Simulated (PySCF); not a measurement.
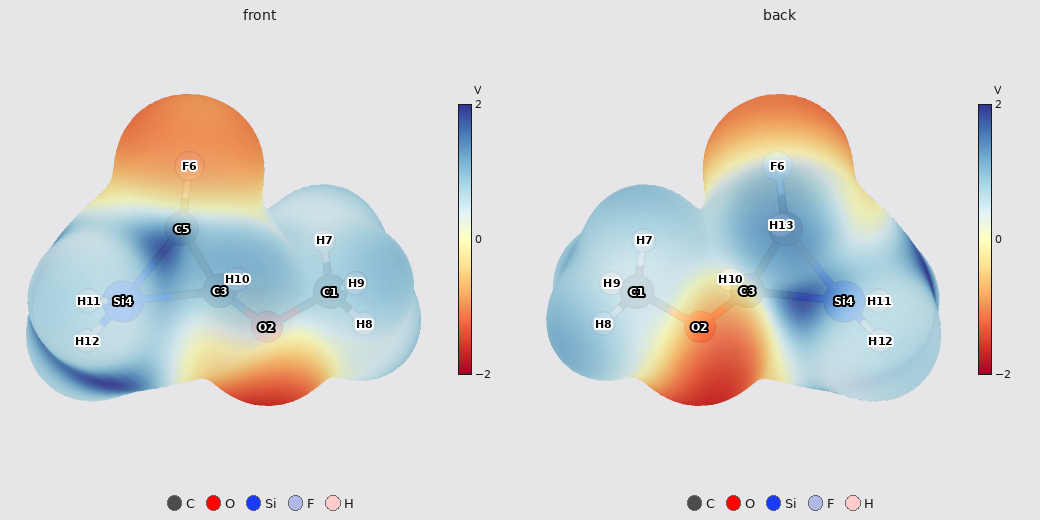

Figure 1: C₃H₇FOSi. The molecular electrostatic potential painted on the density surface at 0.004 e/bohr³, seen from the front and from behind; the colour scale runs from red (negative) to blue (positive).

Geometry: PBE0-D3(BJ)/def2-SVP.

These are results of PBE0/pcSseg-1, SCF density, gas phase, non-relativistic in PySCF 2.14.0, not measurements.

```xyz
13

C     1.9481    0.2423   -0.6471
O     1.1807   -0.0269    0.4950
C    -0.1387    0.3544    0.3572
Si   -1.6019   -0.3118    1.3291
C    -1.0970   -0.4727   -0.4773
F    -1.6978    0.1076   -1.5523
H     1.5613   -0.2839   -1.5401
H     2.9723   -0.1022   -0.4502
H     1.9736    1.3254   -0.8741
H    -0.2945    1.4331    0.1551
H    -2.5949    0.6999    1.7659
H    -1.5058   -1.5338    2.1647
H    -0.6975   -1.4707   -0.7170
```

> Which sites attract a positive test charge, and which a negative one?

A positive charge is drawn to the negative regions and a negative charge to the positive ones. The most negative region (about −1.6 V) lies over O2, the most positive (about +1.9 V) over Si4. O2 is the likeliest acceptor of a hydrogen bond.
